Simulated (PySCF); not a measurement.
Consider C5H4FO (SMILES Fc1cccc[o+]1) (charge +1).

Input

```
{"job": {"kind": "nmr", "xc": "PBE0", "basis": "pcSseg-1"}, "charge": 1, "multiplicity": 1}
F      2.554924    -0.908911    -0.150842
C      1.328505    -0.493244    -0.080677
C      0.981659     0.845036    -0.013147
C     -0.374141     1.139649     0.057840
C     -1.307203     0.094052     0.059816
C     -0.839793    -1.195724    -0.011393
O      0.449366    -1.459681    -0.079603
H      1.748906     1.605687    -0.016965
H     -0.703925     2.168045     0.111121
H     -2.367362     0.289104     0.115576
H     -1.465513    -2.081343    -0.017691
```

Launched as:

```sh
OMP_NUM_THREADS=1 python probes_run.py task.json out
```

Geometry: GFN2-xTB.

All numbers below come from PBE0/pcSseg-1, SCF density, gas phase, non-relativistic in PySCF 2.14.0.

**Predict the electron density and electron localisation function between the atoms.**

C–F (1.30 Å): ρ is about 2.6 e/Å³ halfway; the ELF peaks at about 0.85 between the atoms: a polar covalent bond.
C–O (1.31 Å): the density is about 2.6 e/Å³ at the midpoint; the ELF peaks at about 0.90 between the atoms: a polar covalent bond.
C–C (1.37 Å): the density is about 2.2 e/Å³ at the midpoint; the ELF peaks at about 0.95 between the atoms: a covalent bond.
C–H (1.08 Å): ρ is about 2.1 e/Å³ halfway; the ELF climbs to about 1 towards the hydrogen, as it does in any bond to H (an ordinary covalent bond to hydrogen).

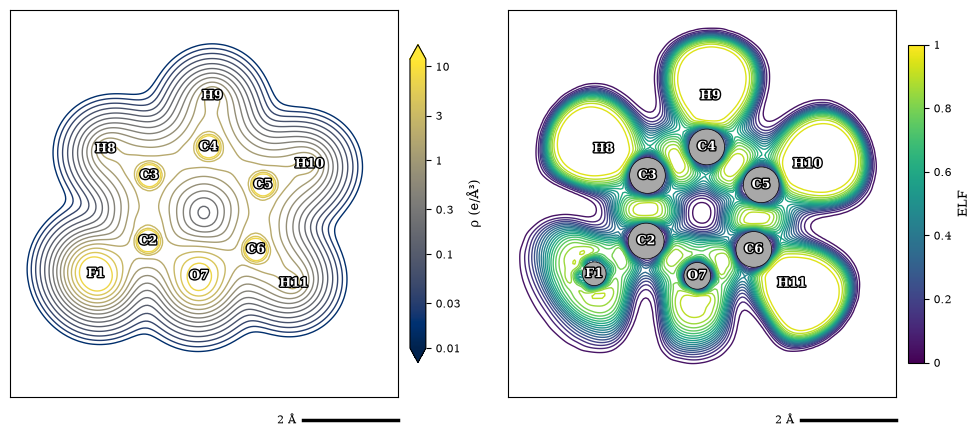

Computed electron density and electron localisation function on the molecular plane, in this order. Grey discs cover the atomic cores in the ELF map. 
